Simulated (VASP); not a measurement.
Data:

```xyz
2
Lattice="3.1247 0.0000 0.0000 0.0000 3.1247 0.0000 0.0000 0.0000 3.1247" Properties=species:S:1:pos:R:3 pbc="T T T"
Ta     0.0000     0.0000     0.0000
Si     1.5623     1.5623     1.5623
```

These are PBEsol GGA, VASP's PBE PAW potentials (set 64) (plane waves; VASP 6.6.1) values and carry that method's errors. Numerical set-up: 400 eV cut-off, 13×13×13 Γ-centred mesh, tetrahedra with Blöchl corrections, potentials Ta_pv Si.

Unless said otherwise, spin-orbit coupling is left out, though it shifts the bands of the heavy elements here.

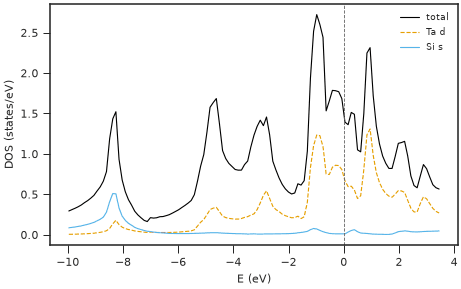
Fig. 1. Total and projected density of states, zero at the Fermi level

Within 2 eV below the Fermi level the largest weight inside VASP's projection spheres is Ta d, then Si p.

It has no gap at this level: it comes out as a metal or semimetal.

The structure was generated: TaSi was put into the CsCl type (Pm-3m), which need not be its known phase. It was relaxed first. The electron count is odd and the run is not spin-polarised, which forces a metal.
